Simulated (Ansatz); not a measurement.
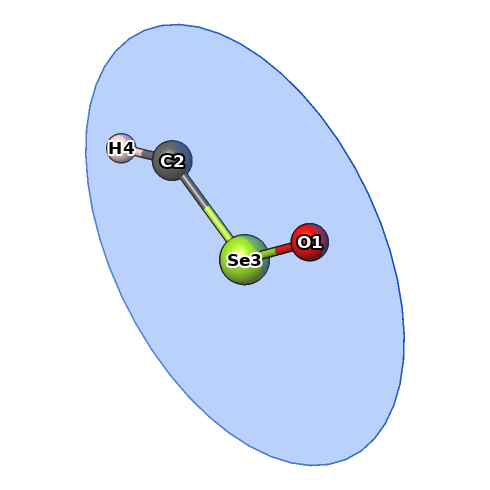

A disc through the centre of mass is drawn in. Atoms fade into the background with distance from the viewer. The species is neutral and a spin doublet. Computed geometry: PBE0-D4/def2-TZVP optimisation. No frequency run is at hand to confirm it as a minimum.

**Is the plane of the disc a mirror plane of the structure?**

Yes. The reflection leaves O1, C2, Se3, H4 in place. The point group is Cs.
